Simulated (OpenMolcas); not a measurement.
# One shape, several levels: CH2FNSi (SMILES FC1=N[SiH2]1)

Aim: a comparison of 6 runs (HF/3-21G, B3LYP/6-31G*, BHLYP/6-311+G**, r2SCAN/6-311+G**, revPBE/6-311+G**, CCSD(T)/6-311+G**) of CH2FNSi. 

The results are computed with OpenMolcas 26.06.

**1. The structure to begin with**

CH2FNSi has 6 atoms, charge 0, and is taken as a singlet. SMILES: `FC1=N[SiH2]1`. The coordinates come from a PBE0-D4/def2-TZVP relaxation.

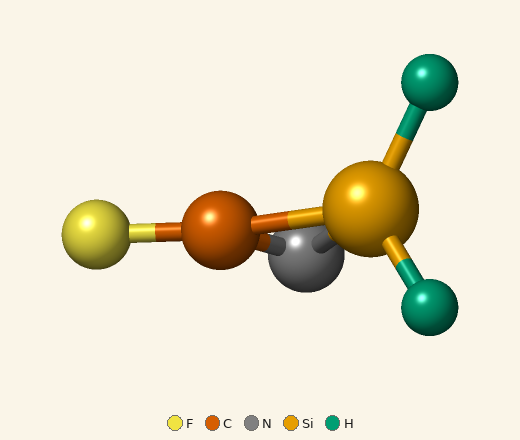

Viewed from a chosen angle; fluorine yellow, carbon orange, nitrogen grey, silicon amber, hydrogen teal.

**2. Energy and forces at HF/3-21G (run 1)**

Input file job.inp:

```
&GATEWAY
BasLib = $CurrDir
BasisSet
F.3-21G....
F1 1.423100 -1.608300 0.851500 angstrom
End of Basis
BasisSet
C.3-21G....
C2 0.513000 -0.815400 0.333600 angstrom
End of Basis
BasisSet
N.3-21G....
N3 -0.624100 -1.110900 -0.124500 angstrom
End of Basis
BasisSet
Si.3-21G....
Si4 -0.284400 0.654600 -0.233900 angstrom
End of Basis
BasisSet
H.3-21G....
H5 0.001700 1.243400 -1.557500 angstrom
H6 -0.987300 1.572700 0.684600 angstrom
End of Basis
&SEWARD
&SCF
Thresholds = 1e-10 1e-07 1e-07 1e-05
PrOrbitals = 1 1
&ALASKA
```

The basis set 3-21G is read from a file made from the Basis Set Exchange's data (not shown).

Launch:

```
$ export MOLCAS_MEM=1860
$ pymolcas job.inp > job.log
```

The log of the run:

```text
--- Start Module: gateway ---
[...]
--- Stop Module: gateway /rc=_RC_ALL_IS_WELL_ ---
[...]
      Basis functions           44
[...]
--- Start Module: scf ---
[...]
       Convergence after  14 Iterations
[...]
::    Total SCF energy                               -479.1546710993
[...]
      Total spin, S                                     0.0000000000
[...]
      Total electronic charge=   38.000000
      Total            charge=   -0.000000
[...]
      Dipole Moment (debye):
      Origin of the operator (angstrom)=    0.2067   -0.4633    0.1469
                   X=  2.2223E-01               Y=  3.5438E+00               Z= -4.2230E-01           Total=  3.5758E+00
      Quadrupole Moment (debye*angstrom):
[...]
--- Stop Module: scf /rc=_RC_ALL_IS_WELL_ ---
--- Start Module: alaska ---
[...]
 *              Molecular gradients               *
 **************************************************
  Irreducible representation: a
 ------------------------------------------------------------------------------------------
                              X                       Y                       Z
 ------------------------------------------------------------------------------------------
  F1               -1.37190500115416E-02    7.67254275668350E-03   -7.17485531459872E-03
  C2                1.28469659694663E-03    2.37590145375994E-02   -2.93168391343279E-03
  N3                8.98746515630933E-04    1.81863057144405E-02   -2.27174776906347E-03
  SI4               1.43627149544376E-02   -5.16481286143264E-02    1.39063089730107E-02
  H5               -6.13390147348403E-04    7.42897819433042E-04   -2.56993174825615E-03
  H6               -2.21371790812630E-03    1.28736778619842E-03    1.04190977234220E-03
 ------------------------------------------------------------------------------------------
--- Stop Module: alaska /rc=_RC_ALL_IS_WELL_ ---
[...]
```

Run time: 2.3 s. Hardware: 1 thread of Arm Neoverse V1, shared host; peak memory 0.38 GiB.

**3. Energy and forces at B3LYP/6-31G(d) (spherical functions) (run 2)**

Input file test.input:

```
>>> EXPORT MOLCAS_PRINT=2
&GATEWAY
BASLIB=$CurrDir
BASISSET
F.6-31Gs....
F1 1.423100 -1.608300 0.851500 angstrom
End of Basis
BASISSET
C.6-31Gs....
C2 0.513000 -0.815400 0.333600 angstrom
End of Basis
BASISSET
N.6-31Gs....
N3 -0.624100 -1.110900 -0.124500 angstrom
End of Basis
BASISSET
Si.6-31Gs....
Si4 -0.284400 0.654600 -0.233900 angstrom
End of Basis
BASISSET
H.6-31Gs....
H5 0.001700 1.243400 -1.557500 angstrom
H6 -0.987300 1.572700 0.684600 angstrom
End of Basis
&SEWARD
GRIDINPUT
Grid=UltraFine
End of Grid
&SCF
KSDFT=B3LYP
THRESHOLDS=1e-10 1e-07 1e-07 1e-05
PRORBITALS=0
&ALASKA
```

The basis set 6-31G* is read from a file made from the Basis Set Exchange's data (not shown).

Launch:

```
$ export MOLCAS_MEM=1860
$ pymolcas test.input > test.log
```

The log of the run:

```text
--- Start Module: gateway ---
[...]
--- Stop Module: gateway /rc=_RC_ALL_IS_WELL_ ---
[...]
      Basis functions           64
[...]
--- Start Module: scf ---
[...]
       Convergence after  15 Iterations
[...]
::    Total KS-DFT energy                            -483.3200483368
[...]
      Total spin, S                                     0.0000000000
[...]
      Total electronic charge=   38.000000
      Total            charge=   -0.000000
[...]
      Dipole Moment (debye):
      Origin of the operator (angstrom)=    0.2067   -0.4633    0.1469
                   X=  2.6250E-01               Y=  2.4712E+00               Z= -2.4707E-01           Total=  2.4974E+00
      Quadrupole Moment (debye*angstrom):
[...]
--- Stop Module: scf /rc=_RC_ALL_IS_WELL_ ---
[...]
--- Start Module: alaska ---
[...]
 *              Molecular gradients               *
 **************************************************
  Irreducible representation: a
 ------------------------------------------------------------------------------------------
                              X                       Y                       Z
 ------------------------------------------------------------------------------------------
  F1               -9.49632971455650E-03    6.50821121947054E-03   -5.14168700356965E-03
  C2               -3.51549443503352E-03   -2.76093114775966E-03   -1.15377569608688E-03
  N3                1.17758821531844E-02    9.29438153144169E-03    3.83029534099588E-03
  SI4               1.00773125516973E-03   -1.16484240205637E-02    2.14320610573182E-03
  H5               -4.70681235325010E-05   -6.48624252493679E-04    5.33844214676726E-04
  H6                2.75278864778628E-04   -7.44613330158295E-04   -2.11882961771881E-04
 ------------------------------------------------------------------------------------------
--- Stop Module: alaska /rc=_RC_ALL_IS_WELL_ ---
[...]
```

It took 18 s on 1 thread of Arm Neoverse V1, shared host; peak memory 0.4 GiB.

Runs 3 to 4 aren't shown in full; the table further down has their settings and results.

**4. Energy and gradient at revPBE/6-311+G(d,p) (run 5)**

Input file run.input:

```
&GATEWAY
 BASLIB=$CurrDir
 COORD
 6
 angstrom
 F        1.423100      -1.608300       0.851500
 C        0.513000      -0.815400       0.333600
 N       -0.624100      -1.110900      -0.124500
 Si      -0.284400       0.654600      -0.233900
 H        0.001700       1.243400      -1.557500
 H       -0.987300       1.572700       0.684600
 BASIS=6-311pGss
 GROUP=NoSym

&SEWARD
 GRIDINPUT
 Grid=UltraFine
 End of Grid

&SCF
 KSDFT=revPBE
 THRESHOLDS=1e-10 1e-07 1e-07 1e-05
 PRORBITALS=1 2

&ALASKA
```

The basis set 6-311+G** is read from a file made from the Basis Set Exchange's data (not shown).

Launch:

```
$ export MOLCAS_MEM=1860
$ pymolcas run.input > run.log
```

The log of the run:

```text
--- Start Module: gateway ---
[...]
--- Stop Module: gateway /rc=_RC_ALL_IS_WELL_ ---
[...]
      Basis functions          108
[...]
--- Start Module: scf ---
[...]
       Convergence after  16 Iterations
[...]
::    Total KS-DFT energy                            -483.2797037203
[...]
      Total spin, S                                     0.0000000000
[...]
      Total electronic charge=   38.000000
      Total            charge=   -0.000000
[...]
      Dipole Moment (debye):
      Origin of the operator (angstrom)=    0.2067   -0.4633    0.1469
                   X=  1.2127E-01               Y=  2.6210E+00               Z= -3.3134E-01           Total=  2.6446E+00
      Quadrupole Moment (debye*angstrom):
[...]
--- Stop Module: scf /rc=_RC_ALL_IS_WELL_ ---
[...]
--- Start Module: alaska ---
[...]
 *              Molecular gradients               *
 **************************************************
  Irreducible representation: a
 ------------------------------------------------------------------------------------------
                              X                       Y                       Z
 ------------------------------------------------------------------------------------------
  F1               -1.77690588461221E-02    1.36754549098459E-02   -9.84344477205301E-03
  C2               -7.31635035891109E-03   -7.89319755213086E-03   -2.07540649696547E-03
  N3                2.31077080410724E-02    1.89735448767596E-02    7.40678263521310E-03
  SI4               5.03953360055931E-05   -1.98892540401907E-02    2.93083920309289E-03
  H5               -7.84492841528373E-04   -1.85679069591238E-03    4.76106316953295E-03
  H6                2.71179866962656E-03   -3.00975749833965E-03   -3.17983373886443E-03
 ------------------------------------------------------------------------------------------
--- Stop Module: alaska /rc=_RC_ALL_IS_WELL_ ---
[...]
```

It took 40 s on 1 thread of Arm Neoverse V1, shared host; peak memory 0.63 GiB.

**5. A single-point energy at CCSD(T)/6-311+G(d,p) (Cholesky decomposition) (run 6)**

Input file mol.input:

```
* CH2FNSi CCSD(T)

&GATEWAY
 BasLib = $CurrDir
 Coord
 6
 angstrom
 F        1.423100      -1.608300       0.851500
 C        0.513000      -0.815400       0.333600
 N       -0.624100      -1.110900      -0.124500
 Si      -0.284400       0.654600      -0.233900
 H        0.001700       1.243400      -1.557500
 H       -0.987300       1.572700       0.684600
 Basis = 6-311pGss
 Group = NoSym

&SEWARD
 High

&SCF
 Thresholds = 1e-10 1e-07 1e-07 1e-05
 PrOrbitals = 0

&CHCC
 Frozen = 8
 Threshold = 1e-08
 MaxIterations = 80

&CHT3
 Frozen = 8
```

The basis set 6-311+G** is read from a file made from the Basis Set Exchange's data (not shown).

Launch:

```
$ export MOLCAS_MEM=1860
$ pymolcas mol.input > mol.log
```

The log of the run:

```text
--- Start Module: gateway ---
[...]
--- Stop Module: gateway /rc=_RC_ALL_IS_WELL_ ---
[...]
      Basis functions          108
[...]
       Convergence after  16 Iterations
[...]
::    Total SCF energy                               -481.8417725732
[...]
      Total spin, S                                     0.0000000000
[...]
      Total electronic charge=   38.000000
      Total            charge=   -0.000000
[...]
      Dipole Moment (debye):
      Origin of the operator (angstrom)=    0.2067   -0.4633    0.1469
                   X= -2.4388E-02               Y=  3.6828E+00               Z= -5.5150E-01           Total=  3.7239E+00
      Quadrupole Moment (debye*angstrom):
[...]
--- Start Module: chcc ---
[...]
--- Stop Module: chcc /rc=_RC_ALL_IS_WELL_ ---
[...]
--- Start Module: cht3 ---
[...]
--- Stop Module: cht3 /rc=_RC_ALL_IS_WELL_ ---
[...]
```

Run time: 6.6 min. Hardware: 1 thread of Arm Neoverse V1, shared host; peak memory 0.2 GiB.

**6. The series**

```tsv
run	level	integration grid	integral approximation	energy (Eh)	dipole moment (D) of the reference	HOMO energy (eV)	LUMO energy (eV)	wall time
1	HF/3-21G	–	none	-479.154671	3.58	-10.46	2.50	2.3 s
2	B3LYP/6-31G* (spherical functions)	UltraFine	none	-483.320048	2.50	-7.08	-0.93	18 s
3	BHLYP/6-311+G**	UltraFine	none	-483.295432	3.38	-8.85	-0.50	44 s
4	r2SCAN/6-311+G**	UltraFine	none	-483.274349	2.80	-6.62	-1.77	53 s
5	revPBE/6-311+G**	UltraFine	none	-483.279704	2.64	-6.33	-1.99	40 s
6	CCSD(T)/6-311+G** (Cholesky decomposition)	–	CD high	-482.491242	3.72	-10.72	1.14	6.6 min
```

**7. Outcome**

| quantity | value |
| --- | --- |
| run 6: total energy | -482.49124 Eh |
| run 6: dipole moment (mean-field density) | 3.72 D |
| run 6: HOMO energy (Hartree–Fock orbitals) | -10.72 eV |
| run 6: LUMO energy (Hartree–Fock orbitals) | 1.14 eV |
| run 6: HOMO–LUMO gap (Hartree–Fock orbitals) | 11.86 eV |
| run 6: correlation energy (8 core orbitals frozen) | -649.5 mEh |
| run 6: (T) correction | -25.25 mEh |

In words: Over runs 1, 2, 3, 4, 5 the dipole moment (its size) runs from 2.50 D (B3LYP/6-31G*) to 3.58 D (HF/3-21G). The two ends differ in method and basis. Over runs 1, 2, 3, 4, 5 the HOMO–LUMO gap runs from 4.35 eV (revPBE/6-311+G**) to 12.96 eV (HF/3-21G). Totals of different functionals can't be ranked against each other. All runs together took 9.2 min, the longest 6.6 min.
